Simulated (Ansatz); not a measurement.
## Fields on a plane of NaI (rock salt)

```
NaI
1.0
    0.00000     3.23007     3.23007
    3.23007     0.00000     3.23007
    3.23007     3.23007     0.00000
I Na
1 1
Direct
  0.00000   0.00000   0.00000
  0.50000   0.50000   0.50000
```

The slice is a {110} plane (indices of the conventional cell) through the point (0.000, 0.000, 0.000) (fractional), spanned by u = [100] and v = [1 -1 -1] in vectors of this cell: u (4.57 Å) and v (6.46 Å, at 90° to u). It covers one period; positions are fractions (u, v).

Atoms on it: I at (0.00, 0.00); Na at (0.00, 0.50).

The numbers are results of r2SCAN (plane waves to 500 eV, PAW, scalar-relativistic; Ansatz, a program for electronic structure), not measurements. k mesh 9×9×9. These are valence fields of a PAW run, semicore shells included where kept as valence: close to a nucleus they are smooth pseudo fields. NaI was relaxed with its symmetry unable to fall. Spin-orbit coupling is left out, though I is heavy.

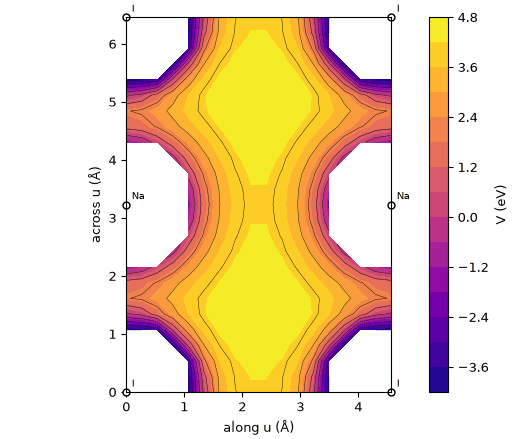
Fig. 1. Electrostatic potential energy of an electron, from the cell's mean, in eV, one period of the plane, atoms marked. Points within 1 Å of a nucleus are left white, as the pseudised field means little there. Values under -4 eV are set to -4. The zero, the cell's mean, hangs on the PAW cores.

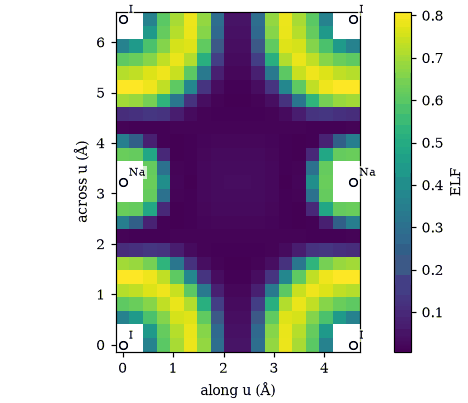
Figure. Electron localisation function (ELF), one period of the plane, atoms marked. Points within 0.5 Å of a nucleus are left white, as the pseudised field means little there.

* **Density on the I–Na line (3.23 Å) at its density minimum, 2.0 Å from I**: 0.06 e/Å³
* **ELF at that point**: 0.0
* **ELF maximum in the middle third of the I–Na line**: 0.81, 1.5 Å from I
* **Character of the I–Na contact (rough rule: ELF there above 0.7 covalent, below 0.2 ionic, polar between)**: closed-shell (ionic)
